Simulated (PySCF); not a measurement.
Input file:

```
{"job": {"kind": "epr"}, "charge": 0, "multiplicity": 2}
C     -0.250624     0.163320    -0.095267
Si    -1.623934     1.260508    -0.702982
Si    -1.021493    -2.047151     1.425020
C      1.009603     0.733556     0.460446
Si     2.297570     0.989236    -0.918576
C     -0.356600    -1.320870    -0.205168
H     -1.466198     1.632962    -2.149089
H     -2.933824     0.548302    -0.570283
H     -1.654860     2.530732     0.087833
H     -1.065371    -3.542173     1.363034
H     -0.133431    -1.639341     2.556188
H     -2.398410    -1.528077     1.681219
H      1.464392     0.069271     1.218681
H      0.853767     1.715404     0.939644
H      3.586293     1.495931    -0.350391
H      1.780295     1.978483    -1.911524
H      2.555780    -0.305894    -1.619126
H      0.621722    -1.794294    -0.408559
H     -1.045201    -1.644530    -1.004290
```

Launched as:

```sh
OMP_NUM_THREADS=1 python cluster_run.py task.json out
```

Geometry: PBE0-D3(BJ)/def2-SVP.

Level of theory: UKS B3LYP, IGLO-III on C Si, pcH-1 on H, non-relativistic, mean-field spin-orbit, GIAO in PySCF 2.14.0, density-fitted response routines.

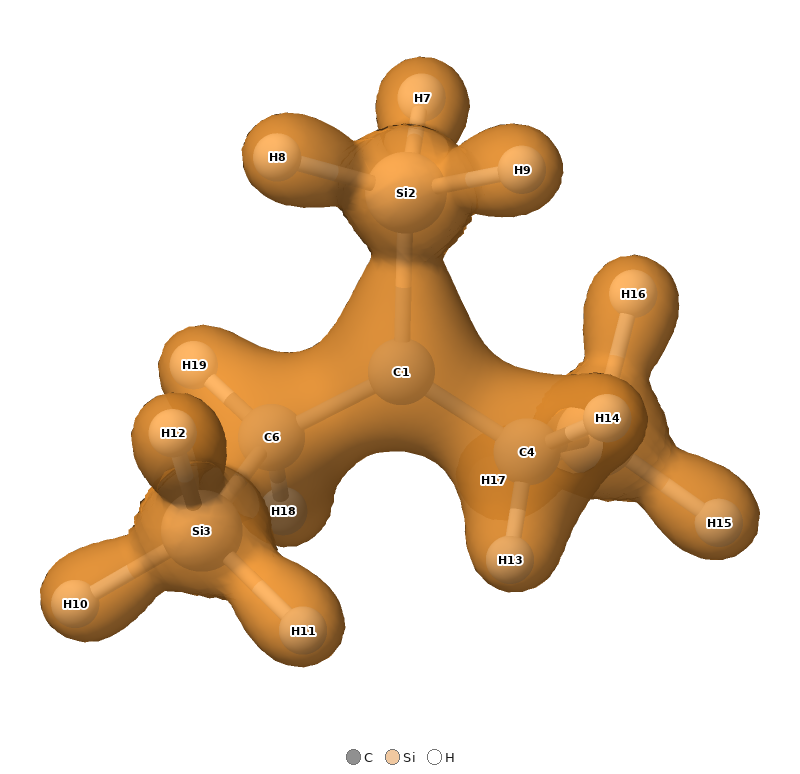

C3H13Si3 (SMILES [CH2]C([SiH3])([SiH3])C[SiH3]) (doublet). Isosurface of the total electron density at 0.6 e/Å³ (orange), seen at a tilt.

Question: How is the density connected at this value?

Answer: At this value the surface is in one piece. It bridges the sampled C–C (1.49 Å), C–Si (1.86 Å), C–H (1.10 Å) and C–Si (1.90 Å) contacts, where the density stays above the isovalue. On the grid the lowest density along these lines, outside the cores, is 1.7 e/Å³ (C–C, 1.49 Å), 0.83 e/Å³ (C–Si, 1.86 Å), 1.8 e/Å³ (C–H, 1.10 Å) and 0.77 e/Å³ (C–Si, 1.90 Å).
